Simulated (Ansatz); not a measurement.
CAlBCl (doublet)

| atom | x (Å) | y (Å) | z (Å) |
| --- | --- | --- | --- |
| C | 1.8583 | 2.3724 | -0.8232 |
| Al | 0.5543 | 2.6615 | -2.0465 |
| B | 2.7369 | 1.6756 | -1.6605 |
| Cl | 4.0011 | 0.8064 | -2.4241 |

Geometry: r2SCAN-D4/def2-SVP.

These are results of Ansatz, isolated molecule in a Gaussian basis; Kohn-Sham density functional theory, functional PBE0, not measurements.

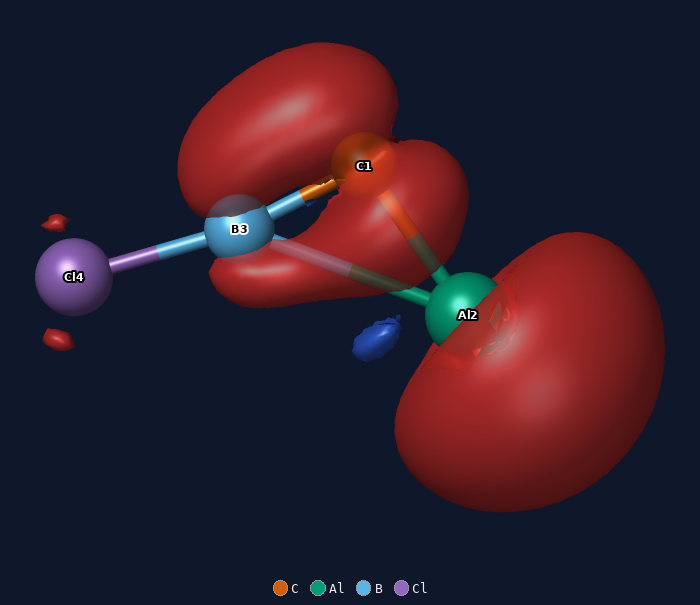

Figure 1. Isosurfaces of the spin density at +0.015 (red) and −0.015 e/Å³ (blue), seen across its widest extent.

Q: Describe the spin distribution.

A: The unpaired spin (1 electron) lies mostly on Al2 (about 0.7), C1 (about 0.2) and B3 (about 0.1), in electrons by Hirshfeld's partition.

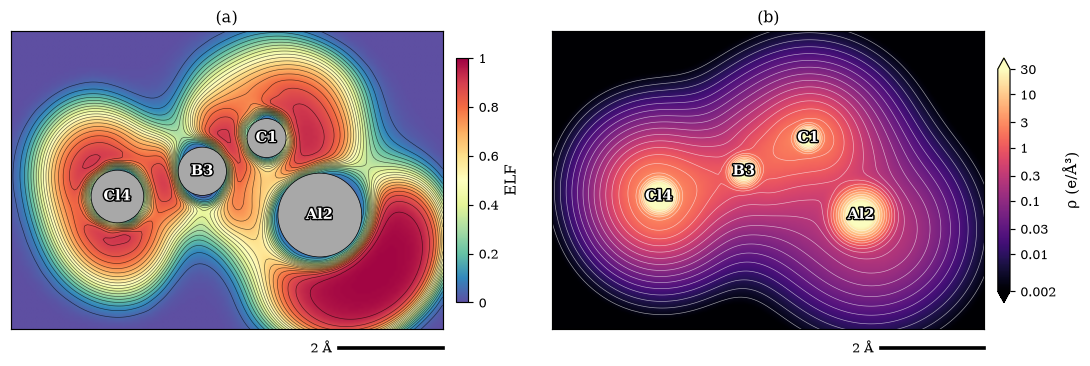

Figure 2. (a) ELF; (b) electron density on the molecular plane. Grey discs cover the atomic cores in the ELF map.

Q: Describe what can be read from this map.

A: Atoms in the plane: C, Al, B and Cl.
C–B (1.40 Å): ρ is about 1.7 e/Å³ halfway; the ELF peaks at about 0.90 between the atoms: a covalent bond.
B–Cl (1.71 Å): the density is about 1.4 e/Å³ at the midpoint; the ELF peaks at about 0.90 between the atoms (a polar covalent bond).
C–Al (1.81 Å): the density is about 0.7 e/Å³ at the midpoint; the ELF peaks at about 0.75 in the valence shell of C, 0.7 Å from its nucleus, and is about 0.55 at the midpoint.
Al–B (2.43 Å): ρ is about 0.49 e/Å³ halfway; the ELF peaks at about 0.80 in the valence shell of B, 0.8 Å from its nucleus, and is about 0.65 at the midpoint.
The ELF also peaks beside Cl4, away from the bonds: non-bonding electrons, paired or unpaired.

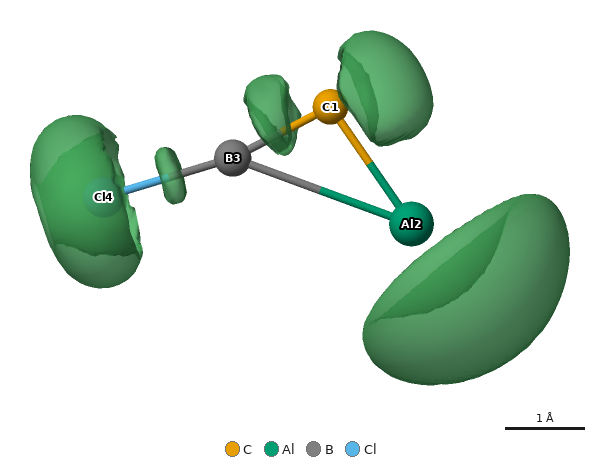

Figure 3. Isosurface of the ELF at 0.85 (green), seen across its widest extent. Core shells and regions of very low density are left out.

Q: Identify the bonds, lone pairs and shells in this picture.

A: The surface consists of one region between bonded B–C atoms (shared pairs), one region between bonded B–Cl atoms (shared pairs), one ring or bowl of non-bonding electrons around Cl, one lobe on Al, pointing away from the bonds (non-bonding electrons) and one lobe on C, pointing away from the bonds (non-bonding electrons).
